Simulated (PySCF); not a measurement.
# C$_{2}$H$_{6}$Cl$_{2}$Sn, SMILES `C[Sn](C)(Cl)Cl`: electronic structure

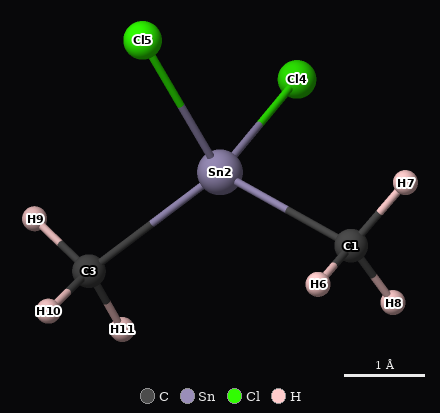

The molecule, with its atoms numbered as below. No frequency check shows the geometry to be a minimum.

Coordinates in Å:

```
C1      -0.0012   -1.3650   -1.9259
Sn2     -0.0000   -0.2728    0.0001
C3       0.0024   -1.3636    1.9276
Cl4     -1.8457    1.1522    0.0008
Cl5      1.8451    1.1535   -0.0010
H6       0.8886   -1.9797   -1.9848
H7      -0.0002   -0.6335   -2.7260
H8      -0.8907   -1.9726   -1.9909
H9       0.0009   -0.6315    2.7271
H10      0.8923   -1.9859    1.9775
H11     -0.8871   -1.9788    1.9869
```

## 1. Bonding charge

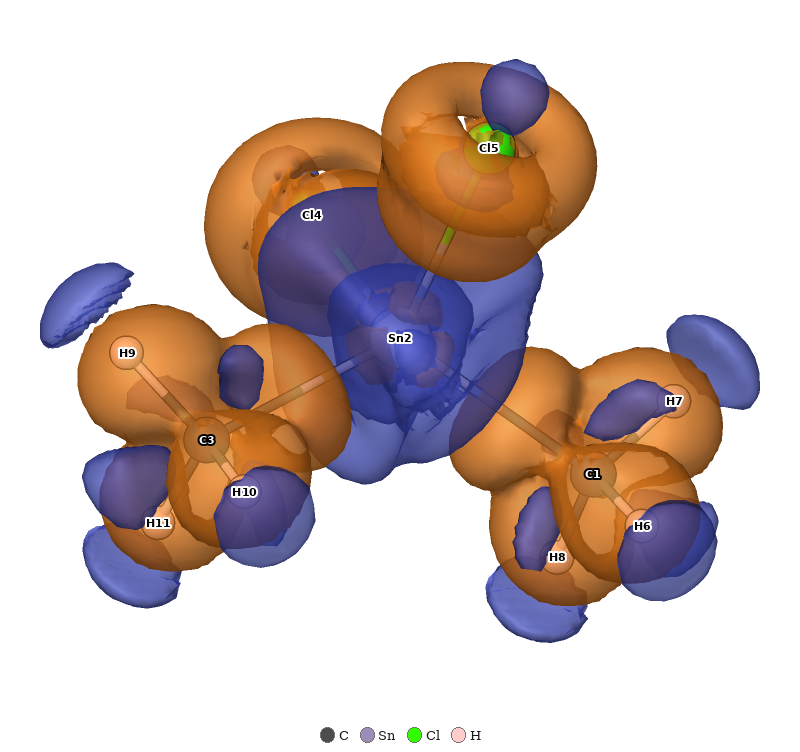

Deformation density (molecule less spherical, spin-averaged free atoms at the same positions), surfaces at ±0.04 e/Å³; orange: gain, blue: loss.

PySCF calculation, PBE0/def2-TZVP, gas phase; geometry: GFN2-xTB. Core potentials replace the inner electrons of Sn; spin–orbit coupling isn't included.

Q: Describe the bonding that the map shows.

A: C1–H8, C3–H11 and C1–H6: +0.71 e/Å³ at the bond critical point (bond length 1.08 Å, Mayer order 0.9). C3–H9 and C1–H7: +0.71 e/Å³ at the bond critical point (bond length 1.08 Å, Mayer order 0.9). C3–H10: +0.70 e/Å³ at the bond critical point (bond length 1.09 Å, Mayer order 0.9). C1–Sn2 and Sn2–C3: +0.16 e/Å³ at the bond critical point (bond length 2.21 Å, Mayer order 0.9). Sn2–Cl4 and Sn2–Cl5: +0.06 e/Å³ at the bond critical point (bond length 2.33 Å, Mayer order 0.9). In all, 2.4 electrons gather in the regions of gain relative to the promolecule. A small or negative value marks a very polar bond, one between electron-rich atoms, whose free-atom densities already overlap strongly, a long bond to a heavier atom, or a closed-shell contact such as a hydrogen bond.

Q: Where do the Hirshfeld charges lie?

A: The highest Hirshfeld charge is on Sn2 (+0.55 e), the lowest on Cl4 and Cl5 (−0.22 e).

```
atom  charge (e)
  C1       −0.20
 Sn2       +0.55
  C3       −0.20
 Cl4       −0.22
 Cl5       −0.22
  H6       +0.05
  H7       +0.05
  H8       +0.05
  H9       +0.05
 H10       +0.05
 H11       +0.05
```

## 2. Bond critical points

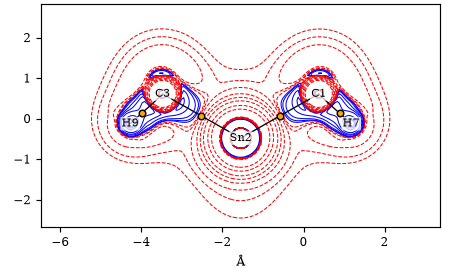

Negative Laplacian of the density (−∇²ρ) in the plane of C1, Sn2, C3, H7 and H9 (solid blue lines positive, dashed red lines negative, contours at ±0.02 to ±8 a.u.), with bond paths and bond critical points (dots).

Q: At which bond critical points in this plane is charge locally concentrated, and at which depleted?

A: Concentrated (∇²ρ < 0): C3–H9 and C1–H7 (−0.96 a.u.). Depleted (∇²ρ > 0): C1–Sn2 and Sn2–C3 (+0.07 a.u., H = −0.037).

Q: Where along C3–H9 does the critical point lie?

A: 0.70 Å from C3 and 0.38 Å from H9.

## 3. Local ionisation energy

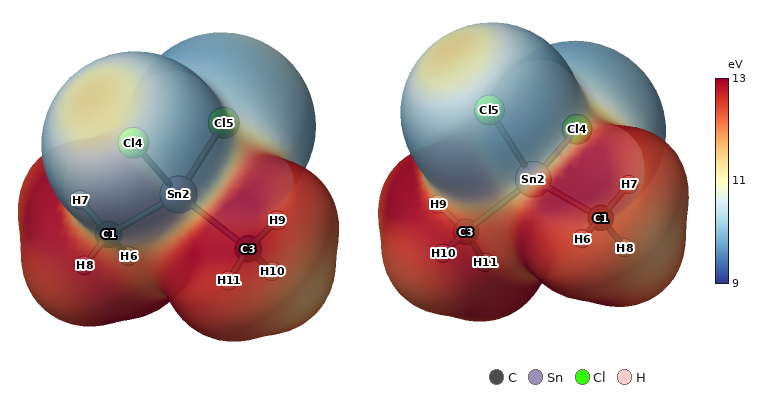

Average local ionisation energy on the surface of electron density 0.001 a.u. (back view left, front view right).

Q: Where are the most loosely bound electrons on this surface?

A: The lowest value is 9.8 eV, 2.1 Å from Cl4, and at like points elsewhere. Further minima include 9.8 eV, 2.1 Å from Cl5, and at like points elsewhere. For comparison, the highest occupied orbital lies at −8.2 eV.

Q: What volume does the surface enclose, and what is the dipole moment?

A: About 163 Å³; the dipole moment is 3.7 D.

## 4. In an electric field

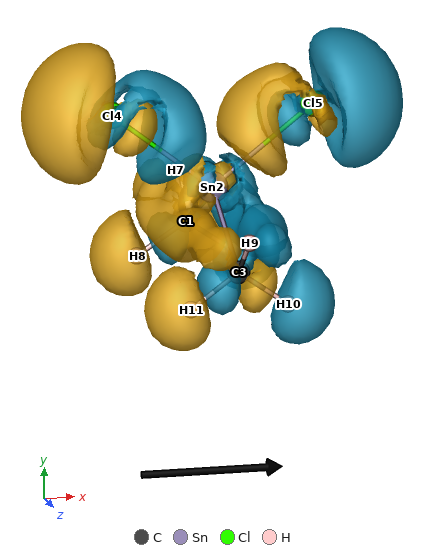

Change of the electron density in a uniform field of 0.21 V/Å along +x (arrow), surfaces at ±0.0015 e/Å³ (yellow: gain, teal: loss).

Level of theory: PBE0/def2-TZVP (PySCF), at a geometry from GFN2-xTB. Core potentials replace the inner electrons of Sn; spin–orbit coupling isn't included. A basis without diffuse functions makes polarisabilities too small.

Q: What dipole is induced, and what polarisability does it imply?

A: The induced dipole is 0.89 D (along the field); α along this axis, from the fields in both directions, is 88 bohr³ (13.0 Å³).

Q: Which atoms gain and lose the most charge?

A: Electrons gather most on Cl4 (Hirshfeld charge changes by −0.021 e) and leave Cl5 most (+0.021 e); 0.074 electrons are displaced in all.

## 5. Removing or adding an electron

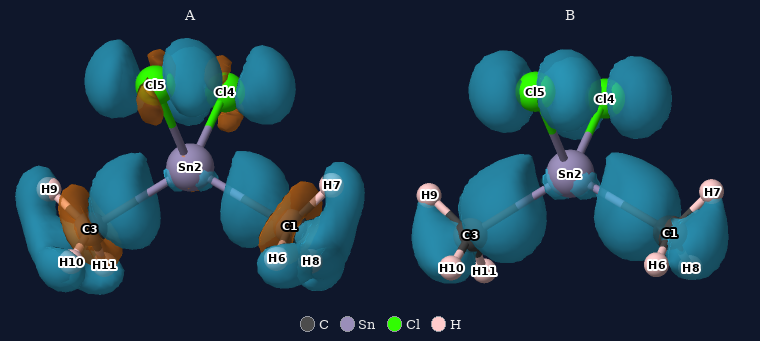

The Fukui function f⁻ from two separate SCF calculations and the density of the HOMO, at ±0.02 e/Å³ (light blue positive, orange negative).

Method: PBE0/def2-TZVP; geometry: GFN2-xTB; program: PySCF. Core potentials replace the inner electrons of Sn; spin–orbit coupling isn't included.

Q: Which panel is which, and how good is the frozen-orbital picture?

A: A is f⁻ (it has negative regions), B the HOMO density. The HOMO lies on Cl4 and Cl5 (19 % each), C1 and C3 (18 % each) and Sn2 (15 %); f⁻ (Hirshfeld-condensed) is largest on Cl4 and Cl5 (0.20 each); the vertical ionisation energy is 9.95 eV (the stability of the cation's solution wasn't checked). Relaxation shifts 18 % of the electron between atoms. The orbital energy is −8.20 eV.

The PySCF runs shown took 33 s, 72 s and 97 s on 1 thread of Intel(R) Xeon(R) Platinum 8259CL CPU @ 2.50GHz (Skylake/Cascade Lake) (shared host).
